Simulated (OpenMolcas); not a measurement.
How basis sets differ on CH3ClF2Si (SMILES C[Si](F)(F)Cl)

The species is CH3ClF2Si (8 atoms), meant as a singlet with charge 0. SMILES: `C[Si](F)(F)Cl`. Geometry: relaxed at PBE0-D4/def2-TZVP.

Each level gives the HOMO–LUMO gap (eV). The values are calculated.

```json
{"level": "HF/ANO-R0 (sfX2C)", "kind": "Hartree–Fock", "program": "OpenMolcas", "value (eV)": "17.12", "CPU time": "2.7 s"}
{"level": "HF/ANO-RCC-MB (DKH2)", "kind": "Hartree–Fock", "program": "OpenMolcas", "value (eV)": "18.12", "CPU time": "7.8 s"}
{"level": "HF/ANO-XS-MB (DKH2)", "kind": "Hartree–Fock", "program": "OpenMolcas", "value (eV)": "17.98", "CPU time": "2.9 s"}
{"level": "HF/STO-3G", "kind": "Hartree–Fock", "program": "OpenMolcas", "value (eV)": "20.18", "CPU time": "1.4 s"}
{"level": "HF/3-21G", "kind": "Hartree–Fock", "program": "OpenMolcas", "value (eV)": "18.23", "CPU time": "2 s"}
{"level": "HF/def2-SVP", "kind": "Hartree–Fock", "program": "OpenMolcas", "value (eV)": "17.32", "CPU time": "6.6 s"}
```

The values span 17.12 to 20.18 eV. A Hartree–Fock LUMO above zero doesn't converge with the basis: it sinks as sets grow more diffuse. Orbital gaps aren't excitation energies. Times are those of the runs behind each value, whatever else they computed, on shared processors of several kinds: orders of magnitude only.

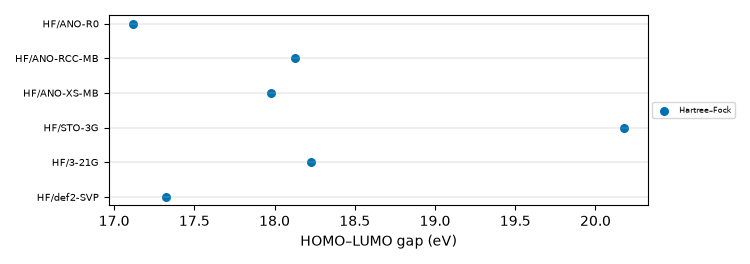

The values of the table, level by level.
